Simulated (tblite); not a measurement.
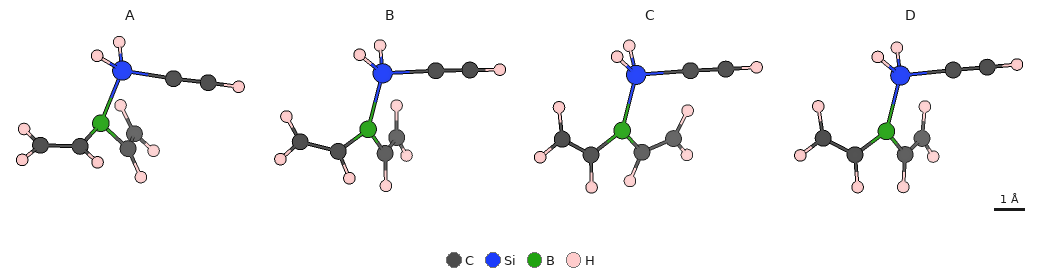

4 geometries from one relaxation of C$_{6}$H$_{9}$BSi, in shuffled order. Style: ball-and-stick. Shown from a free direction.

The calculation used GFN2-xTB geometry optimisation, gas phase in tblite 0.8.0. 

### Order the frames from highest to lowest energy.

A, B, D, C. They are steps 0, 80, 108, 186, at +16.6 kcal/mol, +1.35 kcal/mol, +0.52 kcal/mol relative to the last. The atom that moves furthest after the best rigid fit is an H atom (1.78 Å). Largest moves by element: H 1.78 Å, C 0.73 Å, B 0.25 Å, Si 0.25 Å. Some distances before and after: C–Si 1.812 → 1.862 Å, C–C 1.223 → 1.202 Å, H–Si 1.464 → 1.482 Å, C–H 1.070 → 1.053 Å. Bond angles that change, for instance: B–Si–H 106.2° → 117.8°, H–C–H 125.2° → 115.7°, B–C–C 116.1° → 125.2°. Over 186 geometry steps the energy falls by 16.6 kcal/mol.
